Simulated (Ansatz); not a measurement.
# Pressure series in CdS

The parent structure is CdS in the zinc blende structure (space group F-43m, No. 216).

```xyz
2
Lattice="0.0000 2.9395 2.9395 2.9395 0.0000 2.9395 2.9395 2.9395 0.0000" Properties=species:S:1:pos:R:3 pbc="T T T"
S      4.4093     4.4093     4.4093
Cd     0.0000     0.0000     0.0000
```

Cell and atoms are relaxed at each pressure.

Computed with Kohn–Sham DFT with the r2SCAN functional, run in Ansatz (a quantum-chemistry and plane-wave program) with PAW and 500 eV plane waves, no SOC, earlier PAW set.

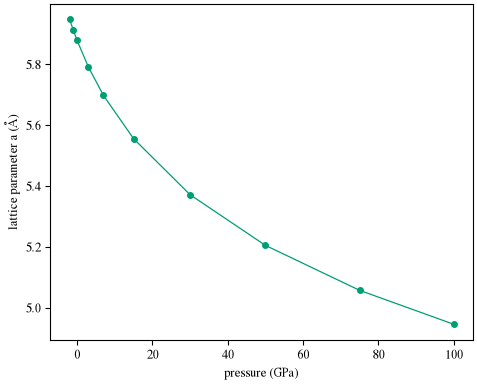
Figure. Lattice parameter a against pressure

```json
[
 {"pressure (GPa)": "-2", "lattice parameter a": "5.949 Å"},
 {"pressure (GPa)": "-1", "lattice parameter a": "5.913 Å"},
 {"pressure (GPa)": "3", "lattice parameter a": "5.792 Å"},
 {"pressure (GPa)": "7", "lattice parameter a": "5.698 Å"},
 {"pressure (GPa)": "15", "lattice parameter a": "5.556 Å"},
 {"pressure (GPa)": "30", "lattice parameter a": "5.372 Å"},
 {"pressure (GPa)": "50", "lattice parameter a": "5.205 Å"},
 {"pressure (GPa)": "75", "lattice parameter a": "5.057 Å"},
 {"pressure (GPa)": "100", "lattice parameter a": "4.946 Å"}
]
```

Load acts through the strain it causes; cell and atoms are relaxed under it. No phonon test of stability was made. Tetrahedral semiconductors of this kind turn to denser phases somewhere between about 1 and 50 GPa; those were not computed, so compressed cells here can lie past the real transition.
